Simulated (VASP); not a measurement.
Band structure of Ni3Si (L1_2). These are optB86b-vdW, VASP's PBE PAW potentials (set 64) (plane waves; VASP) values and carry that method's errors.

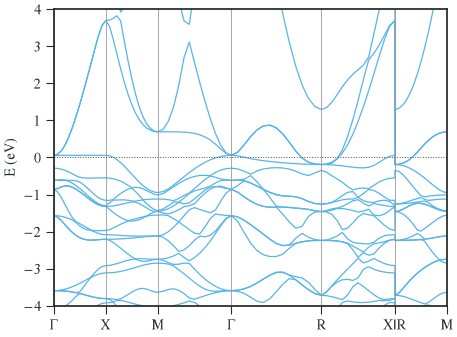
Figure. Bands along high-symmetry lines, zero at the valence-band maximum or, without a gap, the Fermi level

Q: Read the plot: is there a gap, and where are the band edges?

A: It has no gap at this level: it comes out as a metal or semimetal. (Edges off the drawn lines would not show.)

The compound is Ni3Si in the L1_2 structure. It was relaxed first. The run is not spin-polarised, so no magnetic state was tried.
